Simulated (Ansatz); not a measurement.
# BrH3OSi + HCl: a complex and its separated parts, part 2 of 2

Ansatz 0.2.0, Gaussian basis. The steps go on from the part before.

### Step 13. CAM-B3LYP-D4/def2-TZVPP

The inputs:

parta/in.yaml

```yaml
crystal:
  periodic: [false, false, false]
  atoms:
    - {symbol: Si, position_ang: [-0.673810, -0.722486, 0.580871]}
    - {symbol: Br, position_ang: [1.479922, -0.840141, 1.119782]}
    - {symbol: H, position_ang: [-0.849302, -1.632328, -0.574319]}
    - {symbol: H, position_ang: [-1.473289, -1.129796, 1.750685]}
    - {symbol: O, position_ang: [-1.116558, 0.810720, 0.234475]}
    - {symbol: H, position_ang: [-0.663895, 1.268082, -0.476107]}
basis:
  gaussian: {orbitals: def2-TZVPP}
hamiltonian: {xc: {name: CAM-B3LYP}, dispersion: d4}
```

partb/in.yaml

```yaml
crystal:
  periodic: [false, false, false]
  atoms:
    - {symbol: H, position_ang: [1.847082, 0.737933, -0.847421]}
    - {symbol: Cl, position_ang: [1.449950, 1.508018, -1.787868]}
basis:
  gaussian: {orbitals: def2-TZVPP}
hamiltonian: {xc: {name: CAM-B3LYP}, dispersion: d4}
```

The same command starts each run, in its folder.

The run is started by

```console
$ ansatz run in.yaml --threads 4 --pin off --events-out ev --progress --plain --max-ram 9574MiB
```

Output in parta, cut to the lines that bear on the results:

```text
Functional definition: CAM-B3LYP
  name "CAM-B3LYP"
  cite "Yanai, Tew & Handy, Chem. Phys. Lett. 393, 51 (2004) doi:10.1016/j.cplett.2004.06.011"
  cite "Iikura, Tsuneda, Yanai & Hirao, J. Chem. Phys. 115, 3540 (2001) doi:10.1063/1.1383587"
  cite "Becke, Phys. Rev. A 38, 3098 (1988) doi:10.1103/PhysRevA.38.3098"
  cite "Lee, Yang & Parr, Phys. Rev. B 37, 785 (1988) doi:10.1103/PhysRevB.37.785"
[...]
1032 factors; their error is unknown
217 factors; integrals over basis functions are off by at most 2.8e-5 eV
[...]
mean field -80026.60049881 eV, -2940.9233243533 hartree, gradient 4.8e-5 eV, S^2 0.000000; 0 other end points of the search recorded, 0 dependent functions left out
reference -80026.60060981 eV, -2940.9233284325 hartree; 30, 30 occupied and 133, 133 virtual orbitals, 1032 factors
Total energy: -80026.69922954 eV, -2940.9269526405 hartree
```

partb printed, cut to the lines that bear on the results:

```text
[... 6 set-up lines as earlier in the session ...]
[...]
  # Exact exchange under (alpha + beta erf(omega r))/r, Becke's under what is left of 1/r.
[...]
372 factors; their error is unknown
66 factors; integrals over basis functions are off by at most 7.5e-5 eV
[...]
mean field -12539.88294530 eV, -460.8321984018 hartree, gradient 2.6e-5 eV, S^2 0.000000; 0 other end points of the search recorded, 0 dependent functions left out
reference -12539.88301957 eV, -460.8322011313 hartree; 9, 9 occupied and 47, 47 virtual orbitals, 372 factors
Total energy: -12539.88750111 eV, -460.8323658247 hartree
```

Times: 1.6 s (parta), 0.25 s (partb) on 4 threads of Arm Neoverse V1, shared host.

### Step 14. wB97X-V/def2-TZVPP

Each input of step 13 (parta, partb) changes in the same lines:

```diff
-hamiltonian: {xc: {name: CAM-B3LYP}, dispersion: d4}
+hamiltonian: {xc: {name: wB97X-V}}
```

The same command starts each run, in its folder.

The run is started by

```console
$ ansatz run in.yaml --threads 4 --pin off --events-out ev --progress --plain --max-ram 9574MiB
```

Log of parta, cut to the lines that bear on the results:

```text
Functional definition: wB97X-V
  name "wB97X-V"
  cite "Mardirossian & Head-Gordon, Phys. Chem. Chem. Phys. 16, 9904 (2014) doi:10.1039/C3CP54374A"
[... 2 set-up lines as earlier in the session ...]
[...]
      + integral(e_c_pw_opposite_spin*poly(b97_u_opposite, cos0, cos1)) + vv10(b, c)
1032 factors; their error is unknown
193 factors; integrals over basis functions are off by at most 5.8e-5 eV
[...]
mean field -80015.26070955 eV, -2940.5065947843 hartree, gradient 3.3e-5 eV, S^2 0.000000; 0 other end points of the search recorded, 0 dependent functions left out
reference -80015.26070787 eV, -2940.5065947227 hartree; 30, 30 occupied and 133, 133 virtual orbitals, 1032 factors
Total energy: -80015.26070787 eV, -2940.5065947227 hartree
```

Log of partb, cut to the lines that bear on the results:

```text
[... 5 set-up lines as earlier in the session ...]
[...]
      + integral(e_c_pw_opposite_spin*poly(b97_u_opposite, cos0, cos1)) + vv10(b, c)
369 factors; their error is unknown
61 factors; integrals over basis functions are off by at most 9.0e-5 eV
[...]
mean field -12537.61273910 eV, -460.7487698628 hartree, gradient 5.7e-5 eV, S^2 0.000000; 0 other end points of the search recorded, 0 dependent functions left out
reference -12537.61273815 eV, -460.7487698279 hartree; 9, 9 occupied and 47, 47 virtual orbitals, 369 factors
Total energy: -12537.61273815 eV, -460.7487698279 hartree
```

Wall times: 3.5 s (parta), 0.4 s (partb) on 4 threads of Arm Neoverse V1, shared host.

### Step 15. wB97M-V/def2-TZVPP

Each input of step 14 (parta, partb) changes in the same lines:

```diff
-hamiltonian: {xc: {name: wB97X-V}}
+hamiltonian: {xc: {name: wB97M-V}}
```

One command serves all of them, each in its own folder.

The run is started by

```console
$ ansatz run in.yaml --threads 4 --pin off --events-out ev --progress --plain --max-ram 9574MiB
```

Output in parta, cut to the lines that bear on the results:

```text
Functional definition: wB97M-V
  name "wB97M-V"
  cite "Mardirossian & Head-Gordon, J. Chem. Phys. 144, 214110 (2016) doi:10.1063/1.4952647"
[... 2 set-up lines as earlier in the session ...]
  # Of w^i u^j: cxij and so on, Table III.
[...]
  gx(w, u) = 1 - cx + cx01*u + cx10*w
[...]
      + integral(e_c_pw_mod_opposite_spin*gos(b97_w_opposite, b97_u_opposite)) + vv10(b, c)
1027 factors; their error is unknown
193 factors; integrals over basis functions are off by at most 5.8e-5 eV
[...]
mean field -80018.43628824 eV, -2940.6232951485 hartree, gradient 8.9e-6 eV, S^2 0.000000; 0 other end points of the search recorded, 0 dependent functions left out
reference -80018.43632905 eV, -2940.6232966485 hartree; 30, 30 occupied and 133, 133 virtual orbitals, 1027 factors
Total energy: -80018.43632905 eV, -2940.6232966485 hartree
```

Output in partb, cut to the lines that bear on the results:

```text
[... 5 set-up lines as earlier in the session ...]
  # Of w^i u^j: cxij and so on, Table III.
[...]
  gx(w, u) = 1 - cx + cx01*u + cx10*w
[...]
      + integral(e_c_pw_mod_opposite_spin*gos(b97_w_opposite, b97_u_opposite)) + vv10(b, c)
369 factors; their error is unknown
61 factors; integrals over basis functions are off by at most 9.0e-5 eV
[...]
mean field -12538.73839543 eV, -460.7901369701 hartree, gradient 5.6e-5 eV, S^2 0.000000; 0 other end points of the search recorded, 0 dependent functions left out
reference -12538.73841848 eV, -460.7901378170 hartree; 9, 9 occupied and 47, 47 virtual orbitals, 369 factors
Total energy: -12538.73841848 eV, -460.7901378170 hartree
```

Times: 4.2 s (parta), 0.45 s (partb) on 4 threads of Arm Neoverse V1, shared host.

### Step 16. B2PLYP/def2-TZVPP

The same edit goes into each in.yaml of step 15 (parta, partb):

```diff
-hamiltonian: {xc: {name: wB97M-V}}
+hamiltonian: {xc: {name: B2PLYP}}
```

Each run has its own folder and the same command.

The run is started by

```console
$ ansatz run in.yaml --threads 4 --pin off --events-out ev --progress --plain --max-ram 9574MiB
```

Output in parta, cut to the lines that bear on the results:

```text
Functional definition: B2PLYP
  name "B2PLYP"
  cite "Grimme, J. Chem. Phys. 124, 034108 (2006) doi:10.1063/1.2148954"
[... 2 set-up lines as earlier in the session ...]
[...]
1001 factors; integrals over basis functions are off by at most 9.9e-4 eV
[...]
mean field -80003.00508900 eV, -2940.0562090362 hartree, gradient 9.5e-6 eV, S^2 0.000000; 0 other end points of the search recorded, 0 dependent functions left out
15 core orbitals not correlated: weight in the atoms' cores, before any rotation towards them, 1.000 or more for the frozen orbitals, at most 0.000 for the correlated occupied ones
reference -80003.00523409 eV, -2940.0562143682 hartree; 15, 15 occupied and 133, 133 virtual orbitals, 1001 factors
second order -20.80852725 eV of doubles, -0.00000000 eV of singles
Total energy: -80008.62353645 eV, -2940.2626831716 hartree
```

Output in partb, cut to the lines that bear on the results:

```text
[... 5 set-up lines as earlier in the session ...]
[...]
322 factors; integrals over basis functions are off by at most 1.4e-3 eV
[...]
mean field -12534.13738200 eV, -460.6210528449 hartree, gradient 9.7e-6 eV, S^2 0.000000; 0 other end points of the search recorded, 0 dependent functions left out
5 core orbitals not correlated: weight in the atoms' cores, before any rotation towards them, 1.000 or more for the frozen orbitals, at most 0.000 for the correlated occupied ones
reference -12534.13747875 eV, -460.6210564006 hartree; 4, 4 occupied and 47, 47 virtual orbitals, 322 factors
second order -6.68487846 eV of doubles, -0.00000000 eV of singles
Total energy: -12535.94239594 eV, -460.6873858837 hartree
```

Times: 2.2 s (parta), 0.25 s (partb) on 4 threads of Arm Neoverse V1, shared host.

### Step 17. PBE-QIDH/def2-TZVPP

Each input of step 16 (parta, partb) changes in the same lines:

```diff
-hamiltonian: {xc: {name: B2PLYP}}
+hamiltonian: {xc: {name: PBE-QIDH}}
```

The same command starts each run, in its folder.

The run is started by

```console
$ ansatz run in.yaml --threads 4 --pin off --events-out ev --progress --plain --max-ram 9574MiB
```

Output in parta, cut to the lines that bear on the results:

```text
Functional definition: PBE-QIDH
  name "PBE-QIDH"
  cite "Brémond, Sancho-García, Pérez-Jiménez & Adamo, J. Chem. Phys. 141, 031101 (2014) doi:10.1063/1.4890314"
[... 1 set-up line as earlier in the session ...]
[...]
1001 factors; integrals over basis functions are off by at most 9.9e-4 eV
[...]
mean field -79992.60223038 eV, -2939.6739110331 hartree, gradient 5.0e-6 eV, S^2 0.000000; 0 other end points of the search recorded, 0 dependent functions left out
15 core orbitals not correlated: weight in the atoms' cores, before any rotation towards them, 1.000 or more for the frozen orbitals, at most 0.000 for the correlated occupied ones
reference -79992.60224110 eV, -2939.6739114272 hartree; 15, 15 occupied and 133, 133 virtual orbitals, 1001 factors
second order -19.42691568 eV of doubles, -0.00000000 eV of singles
Total energy: -79999.07787966 eV, -2939.9118867550 hartree
```

Output in partb, cut to the lines that bear on the results:

```text
[... 4 set-up lines as earlier in the session ...]
[...]
322 factors; integrals over basis functions are off by at most 1.4e-3 eV
[...]
mean field -12531.03300393 eV, -460.5069690552 hartree, gradient 2.4e-6 eV, S^2 0.000000; 0 other end points of the search recorded, 0 dependent functions left out
5 core orbitals not correlated: weight in the atoms' cores, before any rotation towards them, 1.000 or more for the frozen orbitals, at most 0.000 for the correlated occupied ones
reference -12531.03301030 eV, -460.5069692893 hartree; 4, 4 occupied and 47, 47 virtual orbitals, 322 factors
second order -6.22512170 eV of doubles, -0.00000000 eV of singles
Total energy: -12533.10805087 eV, -460.5832256236 hartree
```

They took 2.3 s (parta), 0.25 s (partb) on 4 threads of Arm Neoverse V1, shared host.

### Step 18. RPA on PBE/def2-TZVPP

The same edit goes into each in.yaml of step 17 (parta, partb):

```diff
-hamiltonian: {xc: {name: PBE-QIDH}}
+hamiltonian: {xc: pbe}
+correlation: {method: rpa}
```

One command serves all of them, each in its own folder.

The run is started by

```console
$ ansatz run in.yaml --threads 4 --pin off --events-out ev --progress --plain --max-ram 9574MiB
```

Log of parta, cut to the lines that bear on the results:

```text
[... 4 set-up lines as earlier in the session ...]
[...]
1001 factors; integrals over basis functions are off by at most 9.9e-4 eV
[...]
mean field -80006.66651057 eV, -2940.1907637971 hartree, gradient 1.5e-6 eV, S^2 0.000000; 0 other end points of the search recorded, 0 dependent functions left out
15 core orbitals not correlated: weight in the atoms' cores, before any rotation towards them, 1.000 or more for the frozen orbitals, at most 0.000 for the correlated occupied ones
reference -79948.76515508 eV, -2938.0629282298 hartree; 15, 15 occupied and 133, 133 virtual orbitals, 1001 factors
Total energy: -79976.20736406 eV, -2939.0714108089 hartree
```

Log of partb, cut to the lines that bear on the results:

```text
[... 4 set-up lines as earlier in the session ...]
[...]
322 factors; integrals over basis functions are off by at most 1.4e-3 eV
[...]
mean field -12534.30959133 eV, -460.6273814211 hartree, gradient 3.3e-6 eV, S^2 0.000000; 0 other end points of the search recorded, 0 dependent functions left out
5 core orbitals not correlated: weight in the atoms' cores, before any rotation towards them, 1.000 or more for the frozen orbitals, at most 0.000 for the correlated occupied ones
reference -12519.65930261 eV, -460.0889932410 hartree; 4, 4 occupied and 47, 47 virtual orbitals, 322 factors
Total energy: -12529.02201869 eV, -460.4330667109 hartree
```

They took 1.9 s (parta), 0.25 s (partb) on 4 threads of Arm Neoverse V1, shared host.

### Step 19. CCSD(T)/def2-TZVPP

Each input of step 18 (parta, partb) changes in the same lines:

```diff
-hamiltonian: {xc: pbe}
-correlation: {method: rpa}
+correlation: {method: ccsd_t}
```

The same command starts each run, in its folder.

The run is started by

```console
$ ansatz run in.yaml --threads 4 --pin off --events-out ev --progress --plain --max-ram 9574MiB
```

parta printed, cut to the lines that bear on the results:

```text
Functional definition: HF
  name "HF"
  cite "Fock, Z. Phys. 61, 126 (1930) doi:10.1007/BF01340294"
[... 1 set-up line as earlier in the session ...]
[...]
1001 factors; integrals over basis functions are off by at most 9.9e-4 eV
[...]
mean field -79949.95575164 eV, -2938.1066818463 hartree, gradient 5.2e-6 eV, S^2 0.000000; 0 other end points of the search recorded, 0 dependent functions left out
15 core orbitals not correlated: weight in the atoms' cores, before any rotation towards them, 1.000 or more for the frozen orbitals, at most 0.000 for the correlated occupied ones
reference -79949.95575164 eV, -2938.1066818463 hartree; 15, 15 occupied and 133, 133 virtual orbitals, 1001 factors
second order -17.40876175 eV of doubles, -0.00000000 eV of singles
cycle   1  -17.53975387 eV  change   -1.3e-1 eV  update   8.1e-2
[...]
cycle   8  -17.99932313 eV  change    1.0e-6 eV  update   3.1e-5
perturbative correction -0.60559710 eV, -0.0222552829 hartree
Total energy: -79968.56067187 eV, -2938.7904000539 hartree
```

Log of partb, cut to the lines that bear on the results:

```text
[... 4 set-up lines as earlier in the session ...]
[...]
322 factors; integrals over basis functions are off by at most 1.4e-3 eV
[...]
mean field -12519.93384023 eV, -460.0990823124 hartree, gradient 2.9e-6 eV, S^2 0.000000; 0 other end points of the search recorded, 0 dependent functions left out
5 core orbitals not correlated: weight in the atoms' cores, before any rotation towards them, 1.000 or more for the frozen orbitals, at most 0.000 for the correlated occupied ones
reference -12519.93384023 eV, -460.0990823124 hartree; 4, 4 occupied and 47, 47 virtual orbitals, 322 factors
second order -5.53923955 eV of doubles, -0.00000000 eV of singles
cycle   1  -5.96026598 eV  change   -4.2e-1 eV  update   3.9e-2
[...]
cycle   7  -6.10179929 eV  change   -5.6e-6 eV  update   7.9e-6
perturbative correction -0.21571743 eV, -0.0079274695 hartree
Total energy: -12526.25135696 eV, -460.3312467701 hartree
```

Wall times: 22 s (parta), 0.2 s (partb) on 4 threads of Arm Neoverse V1, shared host; peak memory 1.2 GiB.

### Step 20. Vibrations of BrH3OSi

File vib-parta/in.yaml:

```yaml
crystal:
  periodic: [false, false, false]
  atoms:
    - {symbol: Si, position_ang: [-0.673810, -0.722486, 0.580871]}
    - {symbol: Br, position_ang: [1.479922, -0.840141, 1.119782]}
    - {symbol: H, position_ang: [-0.849302, -1.632328, -0.574319]}
    - {symbol: H, position_ang: [-1.473289, -1.129796, 1.750685]}
    - {symbol: O, position_ang: [-1.116558, 0.810720, 0.234475]}
    - {symbol: H, position_ang: [-0.663895, 1.268082, -0.476107]}
basis:
  gaussian: {orbitals: def2-TZVP}
hamiltonian: {xc: pbe0, dispersion: d4}
phonons: {temperatures: {t_min: 298.15, t_max: 900, t_step: 200}}
```

The run is started by

```console
$ ansatz run in.yaml --threads 4 --pin off --events-out ev --progress --plain --max-ram 9574MiB
```

Log, cut to the lines that bear on the results:

```text
[... 5 set-up lines as earlier in the session ...]
[...]
964 factors; their error is unknown
[...]
mean field -80009.90576011 eV, -2940.3098040220 hartree, gradient 5.9e-5 eV, S^2 0.000000; 0 other end points of the search recorded, 0 dependent functions left out
[...]
Atom 3 at    -1.473289    -1.129796     1.750685 Å, force    -0.000010     0.000027    -0.000089 eV/Å
Atom 4 at    -1.116558     0.810720     0.234475 Å, force     0.000072     0.000380    -0.000329 eV/Å
Atom 5 at    -0.663895     1.268082    -0.476107 Å, force     0.000293     0.000180     0.000428 eV/Å
Dipole moment:    -0.098667     0.064471    -0.277579 e Å
Vibrations: 185.70 273.58 427.78 591.07 717.95 835.63 891.08 925.04 966.35 2246.70 2288.70 3918.79 cm⁻¹, zero-point energy 0.884526 eV
```

Wall time 37 s (4 threads of Arm Neoverse V1, shared host).

The modes, with what each moves most:

| mode | wavenumber (cm⁻¹) | character |
| --- | --- | --- |
| 1 | 186 | bend with torsion |
| 2 | 274 | torsion with bend |
| 3 | 428 | Si–Br stretch |
| 4 | 591 | bend with torsion |
| 5 | 718 | bend |
| 6 | 836 | bend |
| 7 | 891 | bend |
| 8 | 925 | Si–O stretch with bend |
| 9 | 966 | bend |
| 10 | 2247 | Si–H stretch |
| 11 | 2289 | Si–H stretch |
| 12 | 3919 | O–H stretch |

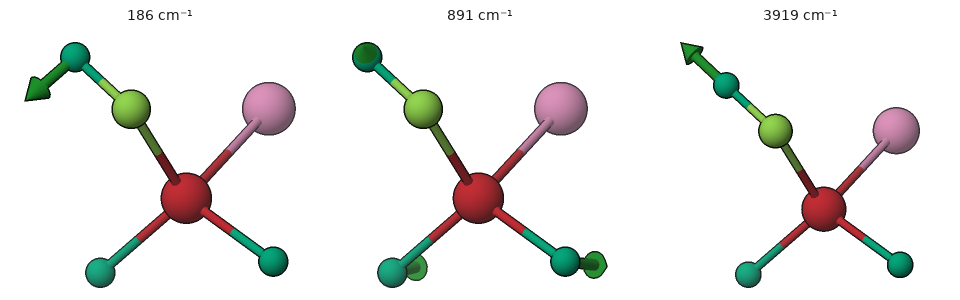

How the atoms move in 3 of the modes.

Vibrational sums (real modes only):

| T (K) | entropy (J/mol/K) | heat capacity (J/mol/K) |
| --- | --- | --- |
| 298 | 25.2 | 37.0 |
| 498 | 49.2 | 56.2 |
| 698 | 70.1 | 67.1 |
| 898 | 87.9 | 74.3 |

### Step 21. Vibrations of HCl

File vib-partb/in.yaml:

```yaml
crystal:
  periodic: [false, false, false]
  atoms:
    - {symbol: H, position_ang: [1.847082, 0.737933, -0.847421]}
    - {symbol: Cl, position_ang: [1.449950, 1.508018, -1.787868]}
basis:
  gaussian: {orbitals: def2-TZVP}
hamiltonian: {xc: pbe0, dispersion: d4}
phonons: {temperatures: {t_min: 298.15, t_max: 900, t_step: 200}}
```

The run is started by

```console
$ ansatz run in.yaml --threads 4 --pin off --events-out ev --progress --plain --max-ram 9574MiB
```

Log, cut to the lines that bear on the results:

```text
[... 5 set-up lines as earlier in the session ...]
[...]
312 factors; their error is unknown
[...]
mean field -12535.31645825 eV, -460.6643830980 hartree, gradient 4.2e-5 eV, S^2 0.000000; 0 other end points of the search recorded, 0 dependent functions left out
[...]
reference -12535.31638102 eV, -460.6643802599 hartree; 9, 9 occupied and 34, 34 virtual orbitals, 312 factors
Total energy: -12535.32105140 eV, -460.6645518933 hartree
Atom 0 at     1.847082     0.737933    -0.847421 Å, force     0.001264    -0.002451     0.002993 eV/Å
Atom 1 at     1.449950     1.508018    -1.787868 Å, force    -0.001264     0.002451    -0.002993 eV/Å
Dipole moment:     0.081551    -0.158136     0.193120 e Å
Vibrations: 2998.03 cm⁻¹, zero-point energy 0.185854 eV
```

Wall time 1.1 s (4 threads of Arm Neoverse V1, shared host).

Wavenumbers and character of the modes:

| mode | wavenumber (cm⁻¹) | character |
| --- | --- | --- |
| 1 | 2998 | Cl–H stretch |

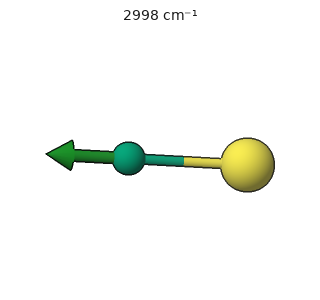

Displacements of 1 modes, as arrows.

Vibrational sums (real modes only):

| T (K) | entropy (J/mol/K) | heat capacity (J/mol/K) |
| --- | --- | --- |
| 298 | 0.0 | 0.0 |
| 498 | 0.0 | 0.1 |
| 698 | 0.1 | 0.7 |
| 898 | 0.4 | 1.6 |

### Step 22. Complex less separated parts

The complex's own energies come from single points at the same levels.

Rows are in def2-TZVPP; times add the 3 runs of a level on a shared host, so small differences are noise.

| method | rung | complex less parts (eV) | from CCSD(T) (eV) | time |
| --- | --- | --- | --- | --- |
| SPW92 | LDA | -0.391 | -0.210 | 1.8 s |
| PBE-D4 | GGA | -0.275 | -0.094 | 2.8 s |
| BLYP-D4 | GGA | -0.263 | -0.082 | 2.7 s |
| r2SCAN-D4 | meta-GGA | -0.230 | -0.049 | 6.7 s |
| B97M-V | meta-GGA | -0.219 | -0.038 | 12 s |
| PBE0-D4 | hybrid | -0.238 | -0.057 | 4.7 s |
| B3LYP-D4 | hybrid | -0.241 | -0.060 | 4.3 s |
| r2SCAN0-D4 | hybrid | -0.214 | -0.033 | 7.6 s |
| BHLYP-D4 | hybrid | -0.221 | -0.040 | 4.4 s |
| CAM-B3LYP-D4 | range-separated hybrid | -0.228 | -0.047 | 5 s |
| wB97X-V | range-separated hybrid | -0.204 | -0.023 | 11 s |
| wB97M-V | range-separated hybrid | -0.213 | -0.032 | 13 s |
| B2PLYP | double hybrid | -0.158 | +0.023 | 6.9 s |
| PBE-QIDH | double hybrid | -0.181 | 0.000 | 7.4 s |
| RPA on PBE | RPA | -0.138 | +0.043 | 6.2 s |
| Hartree-Fock | wavefunction | -0.003 | +0.178 |  |
| MP2 | wavefunction | -0.206 | -0.025 |  |
| CCSD | wavefunction | -0.150 | +0.031 |  |
| CCSD(T) | wavefunction | -0.181 | 0 | 2.3 min |

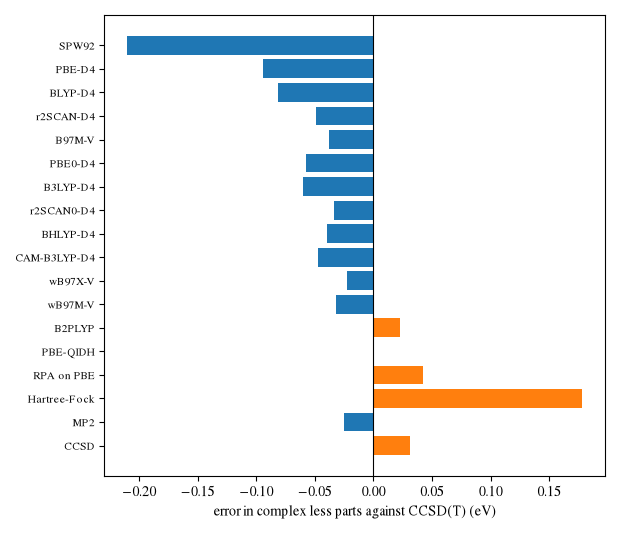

Deviations from CCSD(T), method by method.

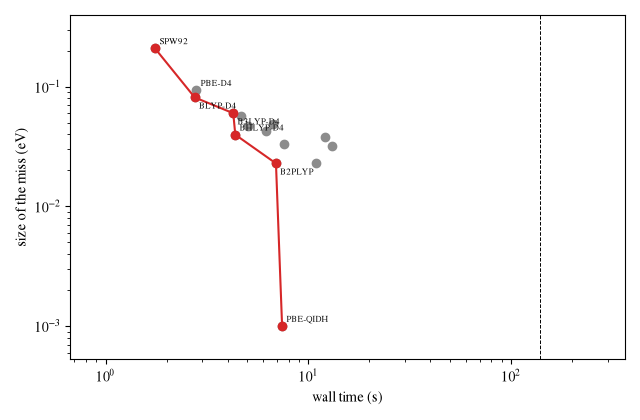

Accuracy for the time spent; red marks the levels that beat every quicker one drawn (of those quicker than the yardstick), and the dashed line is the time of CCSD(T). Only those levels and the largest misses are named. Misses under 0.001 eV are drawn at that value. Times are from a shared host.

For cost: PBE-QIDH gets within 0.000 eV in 7.4 s, where CCSD(T) took 2.3 min; the quickest level in the cost chart, SPW92, takes 1.8 s and misses by 0.210 eV.

The complex's zero-point energy, from a separate PBE0-D4 run, is 1.123 eV.

### Step 23. Summary of results

What follows sums up all 2 parts.

```
                              quantity      value
complex less parts, CCSD(T)/def2-TZVPP  -0.181 eV
                with zero-point energy  -0.129 eV
                 largest T1 diagnostic      0.009
```

What this shows: At CCSD(T) the complex lies 0.181 eV below its parts. The functionals run from PBE-QIDH, off by 0.000 eV, to SPW92, off by -0.210 eV, against CCSD(T). By rung, the mean size of the error is: LDA 0.210, GGA 0.088, meta-GGA 0.043, hybrid 0.048, range-separated hybrid 0.034, double hybrid 0.012 eV. The double hybrids carry no dispersion term here, unlike the levels marked D4 or V. PBE-D4 gives a relative energy 0.094 eV too low, outside chemical accuracy (1 kcal/mol, 0.043 eV). No counterpoise was applied, and triple zeta lacks some correlation, so the CCSD(T) reference has a basis error of its own, and close matches with it are partly luck.
